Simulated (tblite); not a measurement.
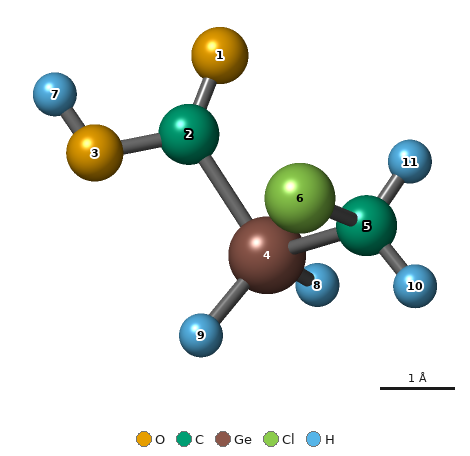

*The input geometry (ball-and-stick view, seen at a tilt; atoms are numbered from 1 in the order of the input). Sticks mark near contacts.*

Bond lengths as drawn: C–Cl 1.78 Å, C–Ge 1.98 to 1.99 Å, C–H 1.09 Å, C–O 1.20 to 1.33 Å, Ge–H 1.50 to 1.51 Å and H–O 0.97 Å.

Nudged elastic band of C2H5ClGeO2

C2H5ClGeO2, SMILES O=[C](O)[GeH2][CH2]Cl, computed with GFN2-xTB climbing-image nudged elastic band, gas phase (tblite 0.8.0).

It belongs to a series of runs on one base structure; here: H on Ge replaced by CH2Cl.

**The input**
```
{"job": {"kind": "neb", "xc": "GFN2-xTB", "basis": "xTB", "atoms": [1, 3, 4, 5], "turn": 120}, "charge": 0, "multiplicity": 1}
O      1.677432    -0.673083    -1.384971
C      1.438990    -0.103187    -0.358489
O      2.276871    -0.057107     0.672349
Ge    -0.234384     0.881284     0.081463
C     -1.736843    -0.391351    -0.149736
Cl    -1.465696    -1.684517     1.044027
H      3.095136    -0.556804     0.495568
H     -0.424685     2.055975    -0.842795
H     -0.165610     1.348279     1.503185
H     -2.716383     0.036247     0.048614
H     -1.739404    -0.853066    -1.135178
```

The first line tells a small driver script what to run in tblite; the rest is the geometry in Å.

Launch command:
```bash
OMP_NUM_THREADS=1 python <driver script> task.json out
```

**Output**
```
image   E - E0 / eV
  0       0.0000
  1       0.0134
  2       0.0376
  3       0.0594
  4       0.0689
  5       0.0618
  6       0.0434
  7       0.0245
  8       0.0155
```

**Summary**

```json
{"quantity": "outcome", "value": "converged"}
{"quantity": "forward barrier", "value": "0.069 eV"}
{"quantity": "hardware", "value": "1 CPU thread, shared host"}
{"quantity": "wall time", "value": "7.8 s"}
{"quantity": "peak memory", "value": "0.18 GiB"}
```
